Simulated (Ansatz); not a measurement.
Input file:

```
crystal:
  periodic: [false, false, false]
  atoms:
    - {symbol: C, position_ang: [-1.168515, -0.072492, -0.887311]}
    - {symbol: C, position_ang: [-0.974620, 1.203761, -0.294197]}
    - {symbol: C, position_ang: [0.240682, 1.543899, 0.310898]}
    - {symbol: C, position_ang: [1.290455, 0.610200, 0.338502]}
    - {symbol: C, position_ang: [1.146721, -0.675560, -0.234661]}
    - {symbol: C, position_ang: [-0.085323, -0.990670, -0.841431]}
    - {symbol: B, position_ang: [-2.504753, -0.450691, -1.559054]}
    - {symbol: Si, position_ang: [2.548461, -1.941443, -0.159732]}
    - {symbol: H, position_ang: [-3.425411, 0.346687, -1.586046]}
    - {symbol: H, position_ang: [-2.647193, -1.549323, -2.065565]}
    - {symbol: H, position_ang: [-1.799665, 1.933237, -0.319102]}
    - {symbol: H, position_ang: [0.379819, 2.538237, 0.762324]}
    - {symbol: H, position_ang: [2.244202, 0.893608, 0.813813]}
    - {symbol: H, position_ang: [3.874732, -1.230857, -0.157876]}
    - {symbol: H, position_ang: [2.464656, -2.862041, -1.345846]}
    - {symbol: H, position_ang: [2.459972, -2.773145, 1.093111]}
    - {symbol: H, position_ang: [-0.228251, -1.980874, -1.305882]}
basis:
  gaussian: {orbitals: def2-SVPD}
hamiltonian: {xc: pbe0}
output: {forces: true, orbitals: {seedname: orbitals}}
```

Launched as:

```sh
ansatz run input.yaml --threads 2 --pin off --max-ram 5220MiB --events-out events.jsonl --progress --plain --runs-dir runs
```

Geometry: PBE-D3(BJ)/def2-SVP.

These are results of isolated molecule in a Gaussian basis; Kohn-Sham density functional theory, functional PBE0 (Ansatz), not measurements.

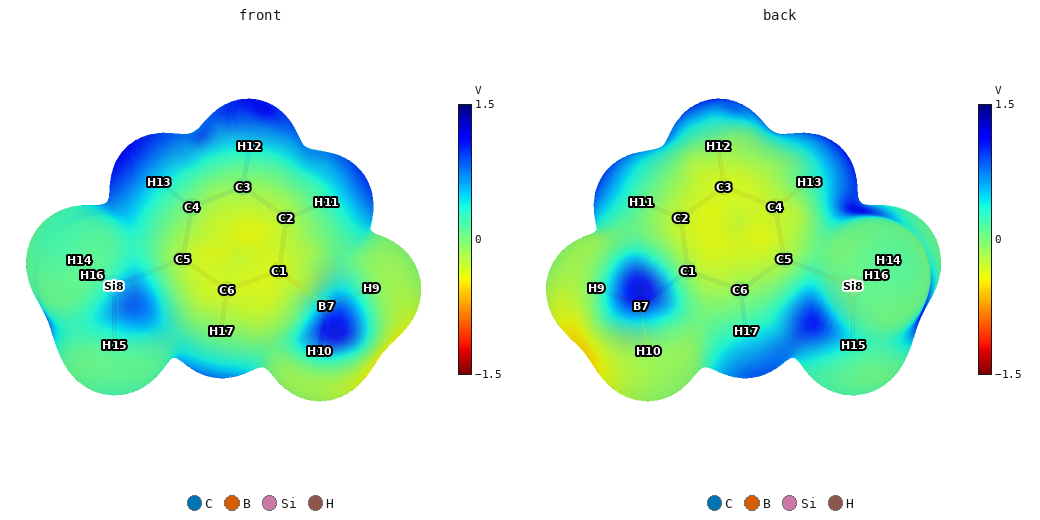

C6H9BSi (SMILES Bc1cccc([SiH3])c1). The molecular electrostatic potential painted on the density surface at 0.002 e/bohr³, seen from the front and from behind; red is negative and blue positive.

### Where is the surface potential most negative and most positive?

The most negative region (about −0.5 V) lies over H9, the most positive (about +1.2 V) over B7, Si8, H12 and H13.

### What dipole moment does the calculation give?

Its dipole moment is 1.47 D.
